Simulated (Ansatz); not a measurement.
# AlGaH (doublet): the correlation ladder at a displaced geometry (v1), cc-pVTZ

How much of the correlation energy of AlGaH (doublet) does each wave-function method recover here?

Method: cc-pVTZ, core rule «outside noble gas», up to 19 orbitals frozen; program: Ansatz 0.2.0, Gaussian basis.

The runs, in order: UHF; CCSD(T) on ROHF; CCSD(T) on UHF; BCCD(T) on ROHF; CCSDT(Q) on ROHF; CCSDT(Q) on UHF; CASSCF and NEVPT2, 7 electrons in 9 orbitals.

20 further runs of the same task are left out: 1 for a known fault of the program, 10 that didn't finish, 9 set aside as unsound or not needed. Runs told in other sessions of the task aren't counted.

### Step 1. What is computed

The geometry is a PBE0/def2-TZVP stationary point (not a proven minimum) with its atoms shifted at random (size 0.040 Å). No spin-orbit coupling is included. The filled d shell of Ga may be among the frozen orbitals whatever the setting's name suggests.

3 atoms, charge 0, spin multiplicity 2.

Atoms are counted from 1 here; the program's logs count them from 0.

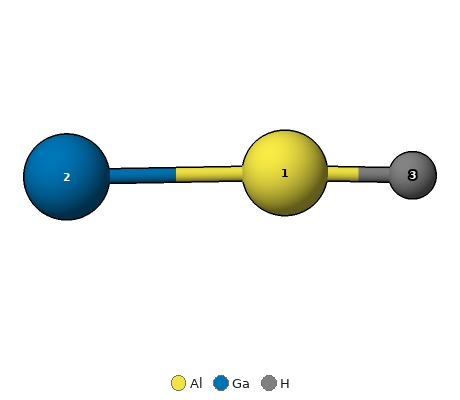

The structure; aluminium yellow, gallium blue, hydrogen grey; atoms are numbered from 1 in the order of the file.

Coordinates:

```xyz
3
AlGaH
Al   -0.0154   -0.0090    0.3712
Ga   -0.0163   -0.0252   -2.3104
H     0.0317    0.0342    1.9392
```

In the tables R marks a restricted open-shell determinant and U an unrestricted one; 'valence' is the active space of 7 electrons in 9 orbitals; energies count from the table's Hartree-Fock row.

### Step 2. UHF

File in.yaml:

```yaml
crystal:
  periodic: [false, false, false]
  atoms:
    - {symbol: Al, position_ang: [-0.015433, -0.009008, 0.371206]}
    - {symbol: Ga, position_ang: [-0.016266, -0.025151, -2.310447]}
    - {symbol: H, position_ang: [0.031698, 0.034159, 1.939240]}
basis:
  gaussian: {orbitals: cc-pVTZ}
magnetization: {spin_polarized: true, initial_magnetization: 1}
hamiltonian: {xc: hf}
output: {orbitals: {seedname: orbitals}}
```

Started as:

```
ansatz run in.yaml --threads 1 --pin off --events-out ev --progress --plain --max-ram 2393MiB
```

The program printed:

```text
Functional definition: HF
  name "HF"
  cite "Fock, Z. Phys. 61, 126 (1930) doi:10.1007/BF01340294"
  parent pbe
  exchange = exact_x
  correlation = 0
586 factors; integrals over basis functions are off by at most 1.3e-3 eV
mean field evaluation 1: about -58932.0910 eV, gradient 6.0e0 eV
mean field evaluation 2: about -58932.0917 eV, gradient 6.0e0 eV
mean field evaluation 4: about -58932.7639 eV, gradient 1.0e0 eV
mean field evaluation 8: about -58932.7945 eV, gradient 7.7e-2 eV
mean field evaluation 16: about -58932.7946 eV, gradient 1.3e-2 eV
mean field evaluation 32: about -58932.8083 eV, gradient 1.4e-4 eV
mean field evaluation 64: about -58932.8082 eV, gradient 4.2e-4 eV
mean field evaluation 96: about -58932.8077 eV, gradient 1.5e-3 eV
mean field evaluation 128: about -58932.8024 eV, gradient 1.1e-1 eV
mean field evaluation 160: about -58932.7260 eV, gradient 6.4e-1 eV
mean field evaluation 192: about -58932.7953 eV, gradient 4.8e-2 eV
mean field evaluation 224: about -58932.8083 eV, gradient 6.9e-3 eV
mean field evaluation 256: about -58932.7932 eV, gradient 1.2e-1 eV
mean field evaluation 288: about -58932.8076 eV, gradient 2.8e-1 eV
mean field evaluation 320: about -58932.7921 eV, gradient 1.2e-1 eV
mean field evaluation 352: about -58932.7932 eV, gradient 2.9e-1 eV
mean field evaluation 384: about -58932.8068 eV, gradient 2.7e-1 eV
mean field evaluation 416: about -58932.8044 eV, gradient 8.9e-2 eV
mean field evaluation 448: about -58932.8083 eV, gradient 3.3e-4 eV
mean field -58932.80830728 eV, -2165.7407592004 hartree, gradient 4.6e-6 eV, S^2 0.982837; 7 other end points of the search recorded, 0 dependent functions left out
reference -58932.80830728 eV, -2165.7407592004 hartree; 23, 22 occupied and 68, 69 virtual orbitals, 586 factors
Total energy: -58932.80830728 eV, -2165.7407592004 hartree
```

It took 36 s on 1 thread of Intel Xeon 6975P-C, shared host.

From the report: ⟨S²⟩ of the determinant 0.983 (pure doublet: 0.75).

### Step 3. CCSD(T) on ROHF

in.yaml, as its differences from that of step 2:

```diff
@@ -8,4 +8,4 @@
   gaussian: {orbitals: cc-pVTZ}
-magnetization: {spin_polarized: true, initial_magnetization: 1}
-hamiltonian: {xc: hf}
-output: {orbitals: {seedname: orbitals}}
+magnetization: {spin_polarized: false, initial_magnetization: 1}
+correlation: {method: ccsd_t, electrons: outside_noble_gas}
+output: {forces: true}
```

The command is unchanged.

The program printed (excerpt; [...] marks lines left out):

```text
Functional definition: HF
  name "HF"
  cite "Fock, Z. Phys. 61, 126 (1930) doi:10.1007/BF01340294"
  parent pbe
[...]
586 factors; integrals over basis functions are off by at most 1.3e-3 eV
[...]
mean field -58932.71220473 eV, -2165.7372274967 hartree, gradient 2.7e-10 eV, S^2 0.750000; 16 other end points of the search recorded, 0 dependent functions left out
[...]
determinant -58932.71220473 eV, -2165.7372274967 hartree, with singles and doubles -58936.72429878 eV, -2165.8846692335 hartree
determinant -58932.71191199 eV, -2165.7372167386 hartree, with singles and doubles -58936.72406972 eV, -2165.8846608157 hartree
determinant -58930.53656691 eV, -2165.6572742815 hartree, with singles and doubles -58934.81538993 eV, -2165.8145181275 hartree
determinant -58930.53630462 eV, -2165.6572646425 hartree, with singles and doubles -58934.81519473 eV, -2165.8145109539 hartree
[...]
19 core orbitals not correlated: weight in the atoms' cores, before any rotation towards them, 1.000 or more for the frozen orbitals, at most 0.000 for the correlated occupied ones
reference -58932.71220473 eV, -2165.7372274967 hartree; 4, 3 occupied and 68, 69 virtual orbitals, 586 factors
second order -3.06846743 eV of doubles, -0.03668774 eV of singles
cycle   1  -3.89284813 eV  change   -5.2e-7 eV  update   3.9e-6
[...]
cycle   8  -3.89284759 eV  change  -1.4e-10 eV  update  6.5e-10
perturbative correction -0.16219944 eV, -0.0059607193 hartree
[...]
Total energy: -58936.76725175 eV, -2165.8862477262 hartree
Atom 0 at    -0.015433    -0.009008     0.371206 Å, force    -0.020709    -0.018261    -0.567103 eV/Å
Atom 1 at    -0.016266    -0.025151    -2.310447 Å, force     0.000710     0.000184    -0.056886 eV/Å
Atom 2 at     0.031698     0.034159     1.939240 Å, force     0.020000     0.018078     0.623989 eV/Å
Dipole moment:     0.002252     0.001615    -0.002365 e Å
```

Run time: 44 s. Hardware: 1 thread of Intel Xeon 6975P-C, shared host; peak memory 0.63 GiB.

From the report: correlation -4.0550 eV; T1 0.022; largest double amplitude 0.07.

### Step 4. CCSD(T) on UHF

in.yaml, as its differences from that of step 3:

```diff
@@ -8,3 +8,3 @@
   gaussian: {orbitals: cc-pVTZ}
-magnetization: {spin_polarized: false, initial_magnetization: 1}
+magnetization: {spin_polarized: true, initial_magnetization: 1}
 correlation: {method: ccsd_t, electrons: outside_noble_gas}
```

Same command.

The program printed (excerpt; [...] marks lines left out):

```text
Functional definition: HF
  name "HF"
  cite "Fock, Z. Phys. 61, 126 (1930) doi:10.1007/BF01340294"
  parent pbe
[...]
586 factors; integrals over basis functions are off by at most 1.3e-3 eV
[...]
mean field -58932.80830728 eV, -2165.7407592004 hartree, gradient 2.3e-6 eV, S^2 0.982836; 29 other end points of the search recorded, 0 dependent functions left out
determinant -58932.80830728 eV, -2165.7407592004 hartree, with singles and doubles -58936.69302892 eV, -2165.8835200874 hartree
determinant -58932.80450591 eV, -2165.7406195026 hartree, with singles and doubles -58936.69580534 eV, -2165.8836221189 hartree
determinant -58932.79573916 eV, -2165.7402973306 hartree, with singles and doubles -58936.71978886 eV, -2165.8845034973 hartree
determinant -58931.57545527 eV, -2165.6954527246 hartree, with singles and doubles -58935.19607171 eV, -2165.8285079247 hartree
[...]
19 core orbitals not correlated: weight in the atoms' cores, before any rotation towards them, 1.000 or more for the frozen orbitals, at most 0.000 for the correlated occupied ones
reference -58932.79573916 eV, -2165.7402973306 hartree; 4, 3 occupied and 68, 69 virtual orbitals, 586 factors
second order -2.98816155 eV of doubles, -0.00000000 eV of singles
cycle   1  -3.81229964 eV  change   -2.4e-7 eV  update   5.2e-6
[...]
cycle   5  -3.81229764 eV  change   -9.7e-8 eV  update   4.9e-7
perturbative correction -0.15833480 eV, -0.0058186967 hartree
[...]
Total energy: -58936.76637161 eV, -2165.8862153817 hartree
Atom 0 at    -0.015433    -0.009008     0.371206 Å, force    -0.018142    -0.016410    -0.568048 eV/Å
Atom 1 at    -0.016266    -0.025151    -2.310447 Å, force    -0.000244    -0.000504    -0.056486 eV/Å
Atom 2 at     0.031698     0.034159     1.939240 Å, force     0.018385     0.016914     0.624534 eV/Å
Dipole moment:     0.001879     0.001364     0.000963 e Å
```

Run time: 84 s. Hardware: 1 thread of Intel Xeon 6975P-C, shared host; peak memory 0.47 GiB.

From the report: ⟨S²⟩ of the determinant 0.786 (pure doublet: 0.75); correlation -3.9706 eV; T1 0.028; largest double amplitude 0.07.

### Step 5. BCCD(T) on ROHF

in.yaml, as its differences from that of step 4:

```diff
@@ -8,4 +8,3 @@
   gaussian: {orbitals: cc-pVTZ}
-magnetization: {spin_polarized: true, initial_magnetization: 1}
-correlation: {method: ccsd_t, electrons: outside_noble_gas}
-output: {forces: true}
+magnetization: {spin_polarized: false, initial_magnetization: 1}
+correlation: {method: bccd_t, electrons: outside_noble_gas}
```

The command is unchanged.

The program printed (excerpt; [...] marks lines left out):

```text
Functional definition: HF
  name "HF"
  cite "Fock, Z. Phys. 61, 126 (1930) doi:10.1007/BF01340294"
  parent pbe
[...]
586 factors; integrals over basis functions are off by at most 1.3e-3 eV
[...]
mean field -58932.71220473 eV, -2165.7372274967 hartree, gradient 2.7e-10 eV, S^2 0.750000; 16 other end points of the search recorded, 0 dependent functions left out
[...]
determinant -58932.71220473 eV, -2165.7372274967 hartree, with singles and doubles -58936.72429878 eV, -2165.8846692335 hartree
determinant -58932.71191199 eV, -2165.7372167386 hartree, with singles and doubles -58936.72406972 eV, -2165.8846608157 hartree
determinant -58930.53656691 eV, -2165.6572742815 hartree, with singles and doubles -58934.81538993 eV, -2165.8145181275 hartree
determinant -58930.53630462 eV, -2165.6572646425 hartree, with singles and doubles -58934.81519473 eV, -2165.8145109539 hartree
[...]
determinant -58930.12526562 eV, -2165.6421592381 hartree, with singles and doubles -58934.34424381 eV, -2165.7972038269 hartree
determinant -58932.71220473 eV, -2165.7372274967 hartree, with singles and doubles -58936.60505234 eV, -2165.8802870077 hartree
determinant -58932.71191199 eV, -2165.7372167386 hartree, with singles and doubles -58936.60483419 eV, -2165.8802789909 hartree
19 core orbitals not correlated: weight in the atoms' cores, before any rotation towards them, 1.000 or more for the frozen orbitals, at most 0.000 for the correlated occupied ones
reference -58932.71220473 eV, -2165.7372274967 hartree; 4, 3 occupied and 68, 69 virtual orbitals, 586 factors
second order -3.06846743 eV of doubles, -0.03668774 eV of singles
cycle   1  -3.89231850 eV  change    5.3e-4 eV  update   4.1e-3
[...]
cycle  10  -3.89045447 eV  change   -1.4e-7 eV  update   4.9e-6
perturbative correction -0.16464035 eV, -0.0060504213 hartree
Total energy: -58936.76729955 eV, -2165.8862494828 hartree
```

Run time: 31 s. Hardware: 1 thread of Intel Xeon 6975P-C, shared host; peak memory 0.37 GiB.

From the report: correlation -4.0551 eV; largest double amplitude 0.07.

### Step 6. CCSDT(Q) on ROHF

in.yaml, as its differences from that of step 5:

```diff
@@ -9,2 +9,2 @@
 magnetization: {spin_polarized: false, initial_magnetization: 1}
-correlation: {method: bccd_t, electrons: outside_noble_gas}
+correlation: {method: ccsdt_q, electrons: outside_noble_gas}
```

Launched as before.

The program printed (excerpt; [...] marks lines left out):

```text
Functional definition: HF
  name "HF"
  cite "Fock, Z. Phys. 61, 126 (1930) doi:10.1007/BF01340294"
  parent pbe
[...]
1038 factors; integrals over basis functions are off by at most 1.9e-7 eV
[...]
mean field -58932.71220833 eV, -2165.7372276290 hartree, gradient 2.7e-10 eV, S^2 0.750000; 16 other end points of the search recorded, 0 dependent functions left out
[...]
determinant -58932.71220833 eV, -2165.7372276290 hartree, with singles and doubles -58936.72432054 eV, -2165.8846700331 hartree
determinant -58932.71191559 eV, -2165.7372168711 hartree, with singles and doubles -58936.72409111 eV, -2165.8846616018 hartree
determinant -58930.53656404 eV, -2165.6572741761 hartree, with singles and doubles -58934.81539191 eV, -2165.8145181999 hartree
determinant -58930.53630169 eV, -2165.6572645351 hartree, with singles and doubles -58934.81522588 eV, -2165.8145120984 hartree
[...]
determinant -58930.12526798 eV, -2165.6421593247 hartree, with singles and doubles -58934.34426452 eV, -2165.7972045878 hartree
determinant -58932.71220833 eV, -2165.7372276290 hartree, with singles and doubles -58936.60505569 eV, -2165.8802871311 hartree
determinant -58932.71191559 eV, -2165.7372168711 hartree, with singles and doubles -58936.60483793 eV, -2165.8802791284 hartree
19 core orbitals not correlated: weight in the atoms' cores, before any rotation towards them, 1.000 or more for the frozen orbitals, at most 0.000 for the correlated occupied ones
reference -58932.71220833 eV, -2165.7372276290 hartree; 4, 3 occupied and 68, 69 virtual orbitals, 1038 factors
second order -3.06849061 eV of doubles, -0.03668777 eV of singles
cycle   1  -3.63699959 eV  change   -5.3e-1 eV  update   8.7e-2
[...]
cycle  20  -4.09377307 eV  change   -7.8e-7 eV  update   5.6e-7
perturbative correction -0.00928639 eV, -0.0003412685 hartree
Total energy: -58936.81526779 eV, -2165.8880122829 hartree
```

Run time: 95 s. Hardware: 1 thread of Intel Xeon 6975P-C, shared host; peak memory 0.85 GiB.

From the report: correlation -4.1031 eV; T1 0.023; largest double amplitude 0.08.

### Step 7. CCSDT(Q) on UHF

in.yaml, as its differences from that of step 6:

```diff
@@ -8,3 +8,3 @@
   gaussian: {orbitals: cc-pVTZ}
-magnetization: {spin_polarized: false, initial_magnetization: 1}
+magnetization: {spin_polarized: true, initial_magnetization: 1}
 correlation: {method: ccsdt_q, electrons: outside_noble_gas}
```

The command is unchanged.

The program printed (excerpt; [...] marks lines left out):

```text
Functional definition: HF
  name "HF"
  cite "Fock, Z. Phys. 61, 126 (1930) doi:10.1007/BF01340294"
  parent pbe
[...]
1038 factors; integrals over basis functions are off by at most 1.9e-7 eV
[...]
mean field -58932.80831193 eV, -2165.7407593713 hartree, gradient 2.5e-6 eV, S^2 0.982843; 29 other end points of the search recorded, 0 dependent functions left out
determinant -58932.80831193 eV, -2165.7407593713 hartree, with singles and doubles -58936.69304788 eV, -2165.8835207844 hartree
determinant -58932.80451054 eV, -2165.7406196726 hartree, with singles and doubles -58936.69582504 eV, -2165.8836228432 hartree
determinant -58932.79574288 eV, -2165.7402974671 hartree, with singles and doubles -58936.71980946 eV, -2165.8845042541 hartree
determinant -58931.57546310 eV, -2165.6954530125 hartree, with singles and doubles -58935.19608871 eV, -2165.8285085493 hartree
[...]
determinant -58932.80831193 eV, -2165.7407593713 hartree, with singles and doubles -58936.59932068 eV, -2165.8800763732 hartree
determinant -58932.80451054 eV, -2165.7406196726 hartree, with singles and doubles -58936.60032312 eV, -2165.8801132121 hartree
determinant -58932.79574288 eV, -2165.7402974671 hartree, with singles and doubles -58936.60804208 eV, -2165.8803968789 hartree
19 core orbitals not correlated: weight in the atoms' cores, before any rotation towards them, 1.000 or more for the frozen orbitals, at most 0.000 for the correlated occupied ones
reference -58932.79574288 eV, -2165.7402974671 hartree; 4, 3 occupied and 68, 69 virtual orbitals, 1038 factors
second order -2.98818392 eV of doubles, -0.00000000 eV of singles
cycle   1  -3.52458506 eV  change   -5.4e-1 eV  update   9.0e-2
[...]
cycle  21  -4.01100779 eV  change    4.8e-8 eV  update   4.2e-7
perturbative correction -0.00932722 eV, -0.0003427688 hartree
Total energy: -58936.81607789 eV, -2165.8880420536 hartree
```

It took 2.5 min on 1 thread of Intel Xeon 6975P-C, shared host; peak memory 0.82 GiB.

From the report: ⟨S²⟩ of the determinant 0.786 (pure doublet: 0.75); correlation -4.0203 eV; T1 0.031; largest double amplitude 0.08.

### Step 8. CASSCF and NEVPT2, 7 electrons in 9 orbitals

File in.yaml:

```yaml
crystal:
  periodic: [false, false, false]
  atoms:
    - {symbol: Al, position_ang: [-0.015433, -0.009008, 0.371206]}
    - {symbol: Ga, position_ang: [-0.016266, -0.025151, -2.310447]}
    - {symbol: H, position_ang: [0.031698, 0.034159, 1.939240]}
basis:
  gaussian: {orbitals: cc-pVTZ}
magnetization: {spin_polarized: false, initial_magnetization: 1}
correlation: {method: sc_nevpt2, electrons: outside_noble_gas, active_space: {window: {electrons: 7, orbitals: 9}, shells: [{species: Al, l: s, shell: 3}, {species: Al, l: p, shell: 3}, {species: Ga, l: s, shell: 4}, {species: Ga, l: p, shell: 4}, {species: H, l: s, shell: 1}]}}
```

Same command.

The program printed (excerpt; [...] marks lines left out):

```text
Functional definition: HF
  name "HF"
  cite "Fock, Z. Phys. 61, 126 (1930) doi:10.1007/BF01340294"
  parent pbe
[...]
1038 factors; integrals over basis functions are off by at most 1.9e-7 eV
[...]
mean field -58932.71220831 eV, -2165.7372276283 hartree, gradient 8.0e-6 eV, S^2 0.750000; 10 other end points of the search recorded, 0 dependent functions left out
reference -58932.71220831 eV, -2165.7372276283 hartree; 23, 22 occupied and 68, 69 virtual orbitals, 1038 factors
state -58934.55577369 eV, -2165.8049774066 hartree
state -58934.55577369 eV, -2165.8049774066 hartree; corrected -58936.18008222 eV, -2165.8646696440 hartree
Total energy: -58936.18008222 eV, -2165.8646696440 hartree
Checks for a lower state left out: starts, orbital_swaps
```

Run time: 20 s. Hardware: 1 thread of Intel Xeon 6975P-C, shared host.

From the report: 5,292 determinants; active occupations 1.98, 1.94, 1.88, 0.99, 0.06, 0.05, 0.05, 0.04, 0.02.

### Step 9. Natural occupations

Natural occupations of the CASSCF valence state about the gap (report; correlated orbitals 1 to 9): 1.977, 1.942, 1.883, 0.989, 0.060, 0.053, 0.045, 0.036, 0.015. The count of effectively unpaired electrons, Σ n²(2 − n)², is 1.10; a single determinant of this spin has 1.

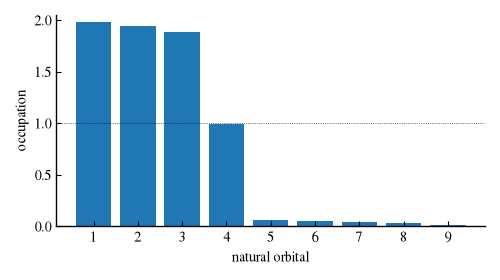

Natural occupations of the CASSCF valence state.

### Step 10. All levels against the top one

The yardstick is UCCSDT(Q), where the cluster series has nearly closed. Rows without a time are mean-field rows or come out of runs for another level: lower rungs of the coupled-cluster runs, CASSCF and MRCISD of the multireference runs, or the Hartree-Fock search. The times of RCCSD(T), UCCSD(T) include forces.

Differences are taken before rounding.

```tsv
method	energy from the lowest ROHF (kcal/mol)	from UCCSDT(Q) (kcal/mol)	time
ROHF	0.00	+94.64	
UHF	-2.22	+92.42	36 s
RMP2	-71.61	+23.03	
UMP2	-70.83	+23.80	
RCCSD	-89.77	+4.87	
UCCSD	-89.84	+4.80	
RCCSD(T)	-93.51	+1.13	44 s
UCCSD(T)	-93.49	+1.15	84 s
BCCD(T)	-93.51	+1.12	31 s
RCCSDT	-94.40	+0.23	
UCCSDT	-94.42	+0.22	
RCCSDT(Q)	-94.62	+0.02	95 s
UCCSDT(Q)	-94.64	0	2.5 min
CASSCF valence	-42.51	+52.12	
NEVPT2 valence	-79.97	+14.67	20 s
```

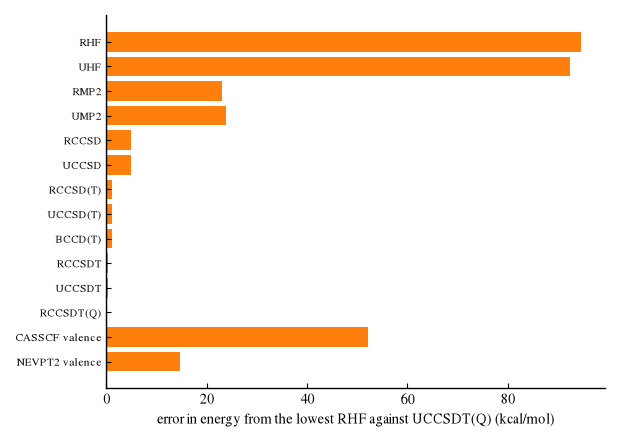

How far each level lands from UCCSDT(Q).

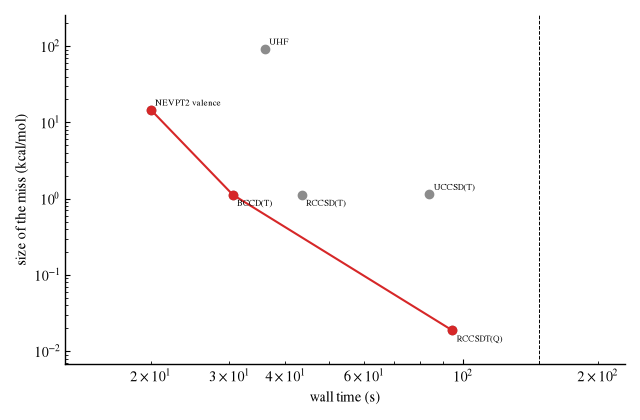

Accuracy for the time spent; red marks the levels that beat every quicker one drawn (of those quicker than the yardstick), and the dashed line is the time of UCCSDT(Q). Times are from a shared host.

### Step 11. Outcome

```
                         quantity                      value
    UCCSDT(Q) from the ROHF energy                 -4.1039 eV
              RMP2 from UCCSDT(Q)            +23.03 kcal/mol
              UMP2 from UCCSDT(Q)            +23.80 kcal/mol
             RCCSD from UCCSDT(Q)             +4.87 kcal/mol
          RCCSD(T) from UCCSDT(Q)             +1.13 kcal/mol
          UCCSD(T) from UCCSDT(Q)             +1.15 kcal/mol
         RCCSDT(Q) from UCCSDT(Q)             +0.02 kcal/mol
    NEVPT2 valence from UCCSDT(Q)            +14.67 kcal/mol
levels within 1 kcal/mol (43 meV)  RCCSDT, UCCSDT, RCCSDT(Q)
                    T1 diagnostic                      0.022
   effectively unpaired electrons                       1.10
```

**Reading.** RCCSD(T) misses by +1.13 kcal/mol, 1.2 % of the correlation energy. One determinant dominates. Coupled cluster took another determinant than the lowest Hartree-Fock one. These misses are within one basis, not against nature; the frozen cores of restricted and unrestricted runs differ, which can shift their rows.

RCCSDT(Q) reaches 0.02 kcal/mol from the reference in 95 s, where UCCSDT(Q) took 2.5 min; the quickest level in the cost chart, NEVPT2 valence, takes 20 s and misses by 14.67 kcal/mol.
